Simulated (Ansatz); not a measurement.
BGe7H16N (Ge9H16 off sphere)

Input

```
crystal:
  periodic: [false, false, false]
  atoms:
    - {symbol: Ge, position_ang: [0.134488, -2.540417, -0.231415]}
    - {symbol: Ge, position_ang: [0.062299, 0.041376, -2.440154]}
    - {symbol: Ge, position_ang: [-2.414084, -0.234985, -0.164962]}
    - {symbol: Ge, position_ang: [0.299798, 0.069368, 2.819200]}
    - {symbol: Ge, position_ang: [0.262275, 2.533544, -0.128791]}
    - {symbol: B, position_ang: [-1.045312, -1.246486, -1.330635]}
    - {symbol: Ge, position_ang: [1.586512, -1.420532, 1.388021]}
    - {symbol: N, position_ang: [1.199705, 1.207591, -1.233656]}
    - {symbol: Ge, position_ang: [-1.211551, 1.275888, 1.339221]}
    - {symbol: H, position_ang: [1.108596, -3.413834, -1.065252]}
    - {symbol: H, position_ang: [-0.676494, -3.523754, 0.649203]}
    - {symbol: H, position_ang: [1.215608, -0.476401, -3.339787]}
    - {symbol: H, position_ang: [-0.600936, 1.196372, -3.234993]}
    - {symbol: H, position_ang: [-3.264664, -1.109676, 0.788973]}
    - {symbol: H, position_ang: [-3.406215, 0.690954, -0.915937]}
    - {symbol: H, position_ang: [-0.556454, -0.749201, 3.808013]}
    - {symbol: H, position_ang: [1.183786, 1.037901, 3.637065]}
    - {symbol: H, position_ang: [-0.387048, 3.404562, -1.222645]}
    - {symbol: H, position_ang: [1.442358, 3.322269, 0.482626]}
    - {symbol: H, position_ang: [-1.654326, -1.914186, -2.155024]}
    - {symbol: H, position_ang: [2.499499, -2.327962, 2.240463]}
    - {symbol: H, position_ang: [2.582639, -0.469301, 0.643843]}
    - {symbol: H, position_ang: [1.898938, 1.683425, -1.808082]}
    - {symbol: H, position_ang: [1.733193, 0.582862, -0.614199]}
    - {symbol: H, position_ang: [-1.992612, 2.380613, 2.088905]}
basis:
  gaussian: {orbitals: def2-SVP, initial_orbitals: start.molden}
hamiltonian: {xc: pbe0, dispersion: d4}
scf: {omitted_lower_state_checks: [starts]}
output: {orbitals: {seedname: orbitals}}
```

Launched as:

```sh
ansatz run in.yaml --threads 4 --pin off --events-out ev --progress --plain --max-ram 6963MiB
```

Geometry: PBE0-D4/def2-SVP.

Level of theory: RKS PBE0-D4/def2-SVP (Ansatz 0.2.0).

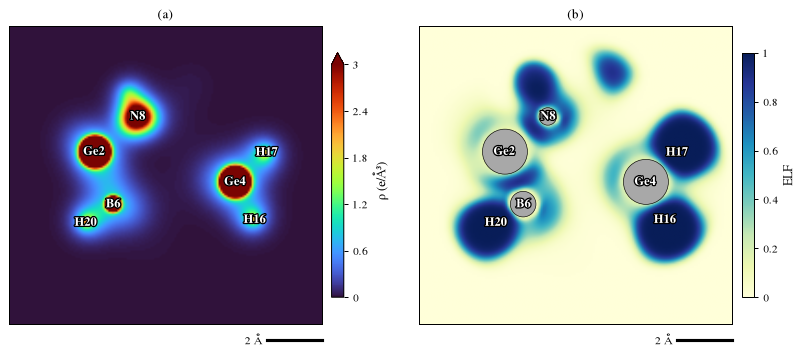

Figure 1. (a) total electron density; (b) ELF on the plane of atoms Ge2, B6 and H20. Grey discs cover the atomic cores in the ELF map.

Q: What do the fields say about this system?

A:
- The plane passes through Ge, B, N and H nuclei.
- Ge–B (2.03 Å): the density is about 0.76 e/Å³ at the midpoint; the ELF peaks at about 0.90 between the atoms, as expected for a shared electron pair.
- Ge–N (2.03 Å): ρ is about 0.64 e/Å³ halfway; the ELF peaks at about 0.90 in the valence shell of N, 0.7 Å from its nucleus, and is about 0.45 at the midpoint.
- B–H (1.22 Å): the density is about 1.1 e/Å³ at the midpoint; the ELF climbs to about 1 towards the hydrogen, as it does in any bond to H (an ordinary covalent bond to hydrogen).
- Ge–H (1.54 Å): the density is about 1 e/Å³ at the midpoint; the ELF climbs to about 1 towards the hydrogen.

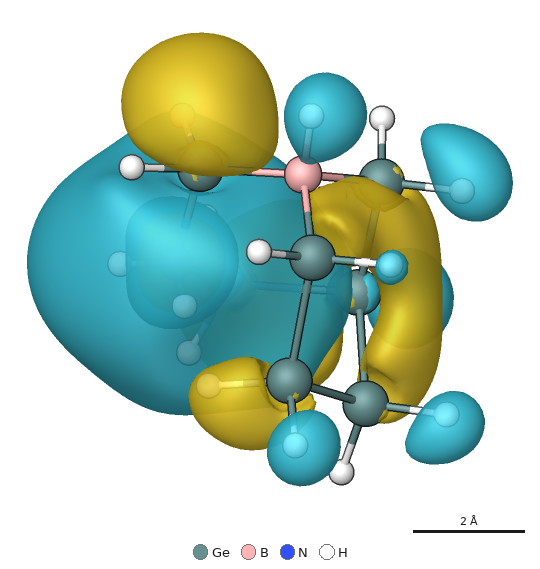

Figure 2. The LUMO at ±0.04 Å⁻³ᐟ² (yellow and cyan are the two phases), seen at an oblique angle.

Q: What is the character of this orbital?

A: By Hirshfeld shares it lies mainly on Ge5 (about 30 %), Ge2 (about 15 %), N8 (about 10 %) and Ge9 (about 10 %). Its energy is −1.09 eV.

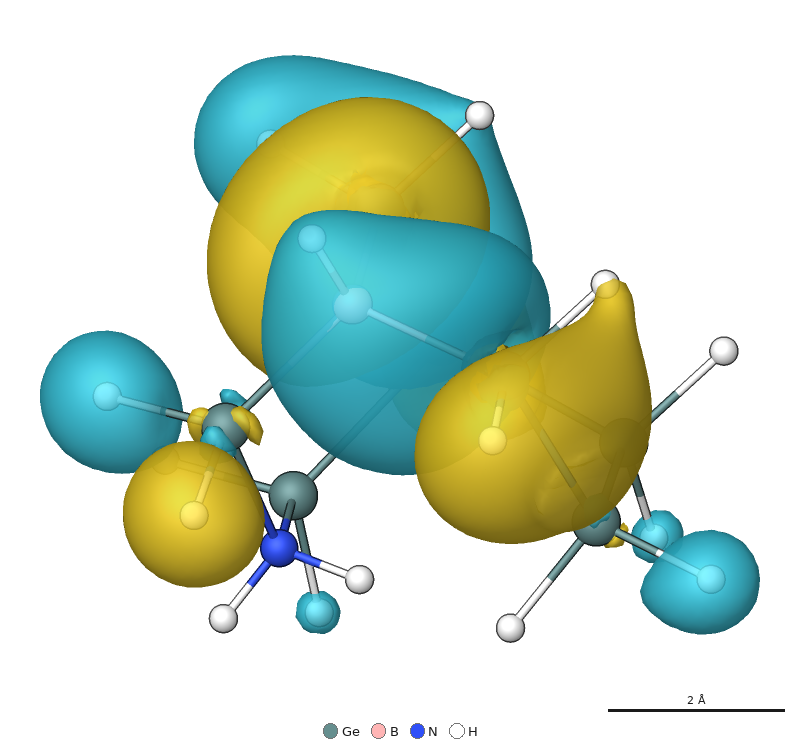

Figure 3. The HOMO−1 at ±0.05 Å⁻³ᐟ² (yellow and cyan are the two phases), seen from one side.

Q: What is the character of this orbital?

A: Its weight (Hirshfeld) is mainly on B6 (about 25 %), Ge3 (about 25 %), Ge1 (about 15 %) and Ge9 (about 5 %). Its energy is −7.01 eV.
